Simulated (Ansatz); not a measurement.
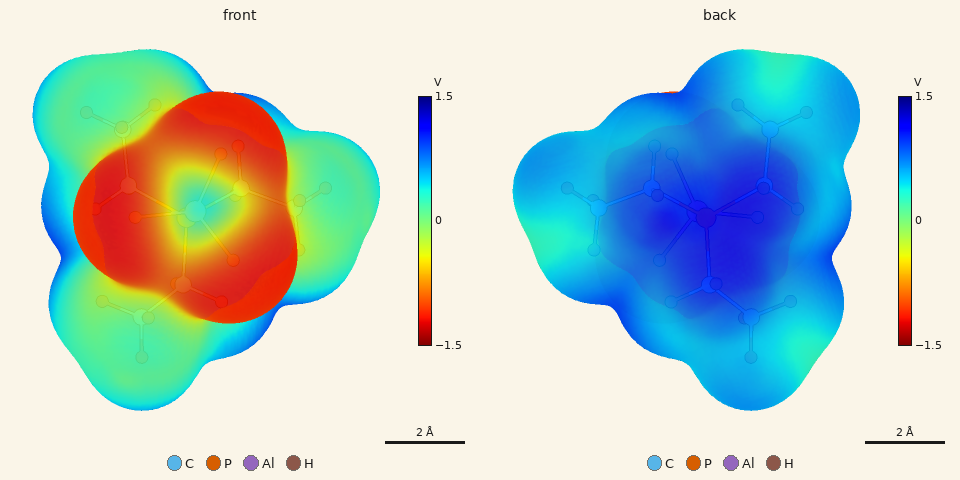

*C₆H₁₈AlP (SMILES CC[P+]([AlH3-])(CC)CC). The molecular electrostatic potential painted on the density surface at 0.001 e/bohr³, seen from the front and from behind; red is negative and blue positive.*

Geometry: PBE0-D4/def2-TZVP.

Level of theory: Ansatz, RKS PBE0-D4/def2-TZVPP.

Input

```
crystal:
  periodic: [false, false, false]
  atoms:
    - {symbol: C, position_ang: [2.171357, 1.463992, -0.979635]}
    - {symbol: C, position_ang: [1.725073, 0.591838, 0.184839]}
    - {symbol: P, position_ang: [0.003252, 0.007282, 0.013744]}
    - {symbol: Al, position_ang: [-0.473527, -1.069288, -2.136334]}
    - {symbol: C, position_ang: [-1.021550, 1.481907, 0.346730]}
    - {symbol: C, position_ang: [-2.510650, 1.216755, 0.179262]}
    - {symbol: C, position_ang: [-0.263019, -1.077972, 1.458388]}
    - {symbol: C, position_ang: [0.458584, -2.412194, 1.335885]}
    - {symbol: H, position_ang: [3.218076, 1.751364, -0.861891]}
    - {symbol: H, position_ang: [2.071338, 0.931642, -1.927679]}
    - {symbol: H, position_ang: [1.583794, 2.381587, -1.049359]}
    - {symbol: H, position_ang: [2.347474, -0.305749, 0.238186]}
    - {symbol: H, position_ang: [1.827044, 1.115398, 1.141616]}
    - {symbol: H, position_ang: [0.910189, -1.853046, -2.368184]}
    - {symbol: H, position_ang: [-0.739906, 0.228918, -3.045375]}
    - {symbol: H, position_ang: [-1.753572, -1.951034, -1.727801]}
    - {symbol: H, position_ang: [-0.696501, 2.245588, -0.365345]}
    - {symbol: H, position_ang: [-0.789702, 1.853879, 1.350630]}
    - {symbol: H, position_ang: [-2.732293, 0.851855, -0.825679]}
    - {symbol: H, position_ang: [-3.081871, 2.133248, 0.339944]}
    - {symbol: H, position_ang: [-2.874082, 0.473112, 0.891284]}
    - {symbol: H, position_ang: [0.036975, -0.540220, 2.364343]}
    - {symbol: H, position_ang: [-1.342342, -1.242426, 1.521052]}
    - {symbol: H, position_ang: [0.234743, -3.047363, 2.195256]}
    - {symbol: H, position_ang: [1.542268, -2.286286, 1.292843]}
    - {symbol: H, position_ang: [0.148828, -2.942798, 0.433279]}
basis:
  gaussian: {orbitals: def2-TZVPP}
hamiltonian: {xc: pbe0, dispersion: d4}
output: {orbitals: {seedname: orbitals}}
```

Command:

```sh
ansatz run in.yaml --threads 4 --pin off --events-out ev --progress --plain --max-ram 46080MiB --backend cuda --devices 0, --max-vram 37GiB
```

Q: Describe the electrostatic potential map.

A: The most negative region (about −1.2 V) lies over H14, H15 and H16, the most positive (about +1.1 V) over H13, H18 and H22.
